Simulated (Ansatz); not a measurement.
# One shape, several levels: triplet CH3BClFO

We compute a comparison of 6 runs (UHF/STO-3G, UB3LYP/6-31G*, U-r2SCAN0/cc-pVDZ, U-wB97X/cc-pVDZ, UMP2/cc-pVDZ, UCCSD/cc-pVDZ) of triplet CH3BClFO. 

The calculation is run with Ansatz 0.2.0.

134 further runs of the same task are left out: 134 set aside as unsound or not needed. Runs told in other sessions of the task aren't counted.

### 1 The structure to begin with

CH3BClFO: 8 atoms, total charge 0, spin state triplet. As SMILES of the parent species, `COB(F)Cl`. The coordinates come from a PBE0-D4/def2-TZVP relaxation. This is one conformer, not always the lowest. That shape belongs to the parent species and isn't relaxed for this state.

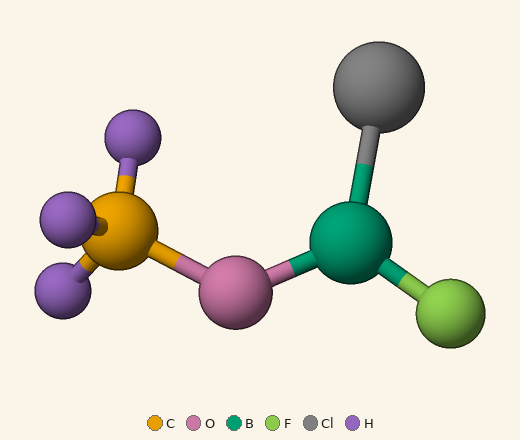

The structure, seen from a chosen angle (carbon amber, oxygen pink, boron teal, fluorine green, chlorine grey, hydrogen purple).

### 2 The energy at UHF/STO-3G (run 1)

Input file input.yaml:

```yaml
crystal:
  periodic: [false, false, false]
  atoms:
    - {symbol: C, position_ang: [0.662000, -0.415400, 0.804600]}
    - {symbol: O, position_ang: [-0.122300, -0.654500, -0.347500]}
    - {symbol: B, position_ang: [-0.782400, 0.264900, -1.051400]}
    - {symbol: F, position_ang: [-1.466600, -0.129900, -2.108800]}
    - {symbol: Cl, position_ang: [-0.801800, 1.985600, -0.658500]}
    - {symbol: H, position_ang: [1.700600, -0.658800, 0.576000]}
    - {symbol: H, position_ang: [0.308900, -1.072800, 1.599700]}
    - {symbol: H, position_ang: [0.593700, 0.623700, 1.130000]}
basis:
  gaussian:
    orbitals: STO-3G
magnetization:
  spin_polarized: true
  initial_magnetization: 2
hamiltonian:
  xc: hf
accuracy: high
output: {orbitals: {seedname: orbitals}}
```

Launch:

```bash
ansatz run input.yaml --threads 1 --pin off --max-ram 3480MiB --events-out events.jsonl --progress --plain --runs-dir runs
```

The program printed:

```text
Warning: RAYON_NUM_THREADS=1 ignored (pool sized by the plan → 1); use --threads N
Functional definition: HF
  name "HF"
  exchange = exact_x
  correlation = 0
642 factors; integrals over basis functions are off by at most 4.5e-9 eV
mean field evaluation 1: about -18768.4799 eV, gradient 1.9e1 eV
mean field evaluation 2: about -18768.6982 eV, gradient 1.9e1 eV
mean field evaluation 4: about -18772.3955 eV, gradient 2.5e0 eV
mean field evaluation 8: about -18772.5254 eV, gradient 1.8e-3 eV
mean field evaluation 16: about -18772.0182 eV, gradient 2.0e0 eV
mean field evaluation 32: about -18772.2498 eV, gradient 8.7e-1 eV
mean field -18772.52128299 eV, -689.8774326780 hartree, gradient 2.9e-8 eV, S^2 2.013126; 2 other end points of the search recorded, 0 dependent functions left out
reference -18772.52128299 eV, -689.8774326780 hartree; 25, 23 occupied and 7, 9 virtual orbitals, 642 factors
Total energy: -18772.52128299 eV, -689.8774326780 hartree
```

It took 0.5 s on 1 thread of Arm Neoverse V2, shared host.

### 3 A single-point energy at UB3LYP/6-31G(d) (Cartesian functions) (run 2)

Input file job.yaml:

```yaml
basis:
  gaussian:
    orbitals: "6-31G*"
crystal:
  periodic: [false, false, false]
  atoms:
    - {symbol: C, position_ang: [0.662000, -0.415400, 0.804600]}
    - {symbol: O, position_ang: [-0.122300, -0.654500, -0.347500]}
    - {symbol: B, position_ang: [-0.782400, 0.264900, -1.051400]}
    - {symbol: F, position_ang: [-1.466600, -0.129900, -2.108800]}
    - {symbol: Cl, position_ang: [-0.801800, 1.985600, -0.658500]}
    - {symbol: H, position_ang: [1.700600, -0.658800, 0.576000]}
    - {symbol: H, position_ang: [0.308900, -1.072800, 1.599700]}
    - {symbol: H, position_ang: [0.593700, 0.623700, 1.130000]}
magnetization:
  spin_polarized: true
  initial_magnetization: 2
hamiltonian:
  xc: {name: B3LYP}
accuracy: high
output: {orbitals: {seedname: orbitals}}
```

Launch:

```bash
ansatz run job.yaml --threads 1 --pin off --max-ram 3480MiB --events-out events.jsonl --progress --plain --runs-dir runs
```

The program printed:

```text
Warning: RAYON_NUM_THREADS=1 ignored (pool sized by the plan → 1); use --threads N
Functional definition: B3LYP
  name "B3LYP"
  parameter a0 = 0.2
  parameter ax = 0.72
  parameter ac = 0.81
  exchange = (1 - a0 - ax)*slater_x + ax*b88_x + a0*exact_x
  correlation = (1 - ac)*vwn_rpa_c + ac*lyp_c
1851 factors; integrals over basis functions are off by at most 3.7e-9 eV
mean field evaluation 1: about -19037.3409 eV, gradient 3.9e1 eV
mean field evaluation 2: about -19003.5094 eV, gradient 9.1e1 eV
mean field evaluation 4: about -19040.8360 eV, gradient 2.8e1 eV
mean field evaluation 8: about -19044.5846 eV, gradient 2.0e0 eV
mean field evaluation 16: about -19044.7661 eV, gradient 1.5e-1 eV
mean field evaluation 32: about -19044.7719 eV, gradient 2.2e-4 eV
mean field evaluation 64: about -19044.6797 eV, gradient 1.6e0 eV
mean field -19044.77191080 eV, -699.8824587119 hartree, gradient 8.3e-8 eV, S^2 2.005041; 5 other end points of the search recorded, 0 dependent functions left out
reference -19044.77194454 eV, -699.8824599518 hartree; 25, 23 occupied and 60, 62 virtual orbitals, 1851 factors
Total energy: -19044.77194454 eV, -699.8824599518 hartree
```

Wall time 22 s (1 thread of Arm Neoverse V2, shared host); peak memory 0.4 GiB.

### 4 A single-point energy at U-r2SCAN0/cc-pVDZ (run 3)

job.yaml: that of step 3 with these lines changed.

```diff
@@ -1,4 +1 @@
-basis:
-  gaussian:
-    orbitals: "6-31G*"
 crystal:
@@ -14,2 +11,5 @@
     - {symbol: H, position_ang: [0.593700, 0.623700, 1.130000]}
+basis:
+  gaussian:
+    orbitals: cc-pVDZ
 magnetization:
@@ -18,4 +18,4 @@
 hamiltonian:
-  xc: {name: B3LYP}
+  xc: {name: r2SCAN0}
+output: {orbitals: {seedname: orbitals}}
 accuracy: high
-output: {orbitals: {seedname: orbitals}}
```

Launch:

```bash
ansatz run job.yaml --threads 1 --pin off --max-ram 3480MiB --events-out events.jsonl --progress --plain --runs-dir runs
```

The program printed:

```text
Warning: RAYON_NUM_THREADS=1 ignored (pool sized by the plan → 1); use --threads N
Functional definition: r2SCAN0
  name "r2SCAN0"
  parameter a = 0.25
  parameter k0 = 0.174
  parameter k1 = 0.065
  parameter a1 = 4.9479
  exchange = (1 - a)*r2scan_x(k0 = k0, k1 = k1, a1 = a1) + a*exact_x
  correlation = r2scan_c
2055 factors; integrals over basis functions are off by at most 3.5e-9 eV
mean field evaluation 1: about -19033.8426 eV, gradient 3.6e1 eV
mean field evaluation 2: about -19019.9450 eV, gradient 6.8e1 eV
mean field evaluation 4: about -19038.6347 eV, gradient 1.8e1 eV
mean field evaluation 8: about -19040.0546 eV, gradient 1.7e0 eV
mean field evaluation 16: about -19040.4099 eV, gradient 3.0e-1 eV
mean field evaluation 32: about -19039.9066 eV, gradient 6.8e0 eV
mean field -19040.41784925 eV, -699.7224499012 hartree, gradient 2.6e-8 eV, S^2 2.009702; 6 other end points of the search recorded, 0 dependent functions left out
reference -19040.41785066 eV, -699.7224499529 hartree; 25, 23 occupied and 64, 66 virtual orbitals, 2055 factors
Total energy: -19040.41785066 eV, -699.7224499529 hartree
```

Wall time 35 s (1 thread of Arm Neoverse V2, shared host); peak memory 0.59 GiB.

Runs 4 to 5 aren't shown in full; the table further down has their settings and results.

### 5 A single-point energy at UCCSD/cc-pVDZ (run 6)

job.yaml: that of step 4 with these lines changed.

```diff
@@ -12,10 +12,6 @@
 basis:
-  gaussian:
-    orbitals: cc-pVDZ
-magnetization:
-  spin_polarized: true
-  initial_magnetization: 2
-hamiltonian:
-  xc: {name: r2SCAN0}
-output: {orbitals: {seedname: orbitals}}
+  gaussian: {orbitals: cc-pVDZ}
+magnetization: {spin_polarized: true, initial_magnetization: 2}
+correlation: {method: ccsd, frozen_orbitals: {B: 1, C: 1, Cl: 5, F: 1, H: 0, O: 1}}
 accuracy: high
+scf: {omitted_lower_state_checks: [cluster_reference, increment]}
```

Launch:

```bash
ansatz run job.yaml --threads 1 --pin off --max-ram 3480MiB --events-out events.jsonl --progress --plain --runs-dir runs
```

The program printed:

```text
Warning: RAYON_NUM_THREADS=1 ignored (pool sized by the plan → 1); use --threads N
[... 16 lines left out ...]
9 core orbitals not correlated: weight in the atoms' cores, before any rotation towards them, 1.000 or more for the frozen orbitals, at most 0.000 for the correlated occupied ones
[... 54 lines left out ...]
Total energy: -19012.96937705 eV, -698.7137371529 hartree
Checks for a lower state left out: cluster_reference, increment
```

Run time: 2 min. Hardware: 1 thread of Arm Neoverse V2, shared host; peak memory 1.2 GiB.

### 6 Overview of the runs

| run | level | Cartesian functions | frozen core orbitals | energy (Eh) | HOMO energy (eV) | ⟨S²⟩ | wall time |
| --- | --- | --- | --- | --- | --- | --- | --- |
| 1 | UHF/STO-3G | no | – | -689.877433 | -2.25 | 2.013 | 0.5 s |
| 2 | UB3LYP/6-31G* (Cartesian functions) | yes | – | -699.882460 | -0.92 | 2.005 | 22 s |
| 3 | U-r2SCAN0/cc-pVDZ | no | – | -699.722450 | -1.65 | 2.010 | 35 s |
| 4 | U-wB97X/cc-pVDZ | no | – | -699.824693 | -3.52 | 2.007 | 71 s |
| 5 | UMP2/cc-pVDZ | no | 9 | -698.660121 | – | 2.020 | 16 s |
| 6 | UCCSD/cc-pVDZ | no | 9 | -698.713737 | – | 2.020 | 2 min |

### 7 What came out

```
                                          quantity          value
                               run 6: total energy  -698.71374 Eh
run 6: correlation energy (9 core orbitals frozen)     -734.9 mEh
          run 6: ⟨S²⟩ of the reference determinant          2.020
                              run 6: T1 diagnostic          0.040
```

**Reading.** Totals of different functionals can't be ranked against each other. In run 1 the basis is minimal, so the values are rough. All runs together took 4.4 min, the longest 2 min.
